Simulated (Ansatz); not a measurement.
# CH5NO2Si: rigid torsion scan from a Python script

Aim: a rigid torsion scan, for CH5NO2Si, run from a script.

Computed with Ansatz 0.2.0, driven from Python. The levels of theory stand in the script.

## (1) The system

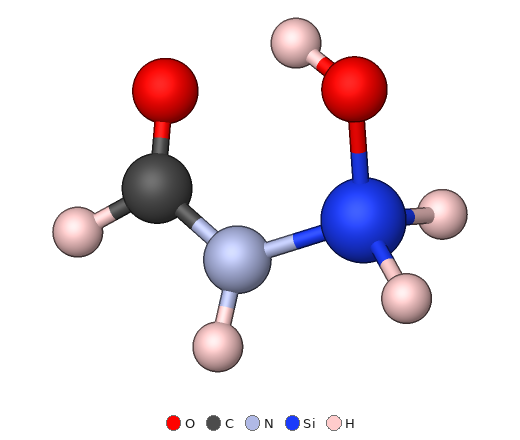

The starting structure, viewed from a chosen angle; oxygen red, carbon dark grey, nitrogen light blue, silicon blue, hydrogen pink.

The script holds or builds the structure itself.

## (2) The code

torsion_ch5no2si.py reads:

```python
"""Energy of CH5NO2Si as one group turns about a bond."""

from dataclasses import dataclass

import ansatz
from ase import Atoms


@dataclass(frozen=True)
class RunConfig:
    basis: str = "def2-SVP"
    xc: str = "pbe0"
    fmax: float = 0.02
    level: str = "mp2"


settings = RunConfig()

atoms = Atoms(["O", "C", "N", "Si", "O", "H", "H", "H", "H", "H"], positions=[
    (-0.1828, 1.4517, 1.2707),
    (0.6389, 0.6385, 1.2031),
    (0.6878, -0.39, 0.3046),
    (-0.4345, -0.6796, -0.8643),
    (-1.081, 0.7696, -1.365),
    (1.4966, 0.6577, 1.9015),
    (1.5048, -1.0538, 0.3549),
    (0.1532, -1.3919, -1.9973),
    (-1.5767, -1.4831, -0.2066),
    (-1.1231, 1.4298, -0.5987),
])

# start the scan from a relaxed geometry
first = ansatz.Crystal.molecule_from_ase(atoms).calculation()
first = first.basis(gaussian=settings.basis)
first = first.functional(settings.xc).relax(force_tolerance=settings.fmax, max_steps=80)
atoms.positions = first.run().report["positions_ang"]

start = atoms.get_dihedral(4, 3, 2, 1)
energies = {}
for turn in range(0, 360, 30):
    turned = atoms.copy()
    turned.set_dihedral(4, 3, 2, 1, start + turn, indices=[0, 1, 2, 5, 6])
    calc = (
        ansatz.Crystal.molecule_from_ase(turned).calculation()
        .basis(gaussian=settings.basis)
        .correlation(settings.level)
    )
    energies[round((start + turn) % 360)] = calc.run().report["free_energy_ev"]
floor = min(energies.values())
print("dihedral O4-Si3-N2-C1 (deg)   E - E(min) (kJ/mol)")
for angle, e in sorted(energies.items()):
    print(f"{angle:8d} {96.485332 * (e - floor):14.3f}  " + "#" * int(30 * (e - floor) / max(max(energies.values()) - floor, 1e-9)))
```

## (3) Launch

Launch:

```console
$ python torsion_ch5no2si.py
```

Without the output at hand: what should come out? Wanted: range of energy; lowest point, turn.

As calculated:

```
              quantity     value
         runs compared        12
       range of energy  0.539 eV
lowest point, turn (°)         0
```

**Reading.** The lowest point lies at a turn of 0°, the highest 0.539 eV (52.0 kJ/mol) above it at 300°. The grid can miss the true lowest and highest points, and the rest of the molecule is held rigid. Run 0: After 12 moves the largest shift is 0.256 Å, of atom 1 (O). The scan is rigid and the energies are electronic, in a modest basis. With rigid groups the curve can differ much from the relaxed path, the start wasn't checked as a minimum of this torsion, and equivalent turns needn't return to the same energy. The start is relaxed with a density functional and scanned with the wavefunction method, so it isn't exactly that method's minimum.
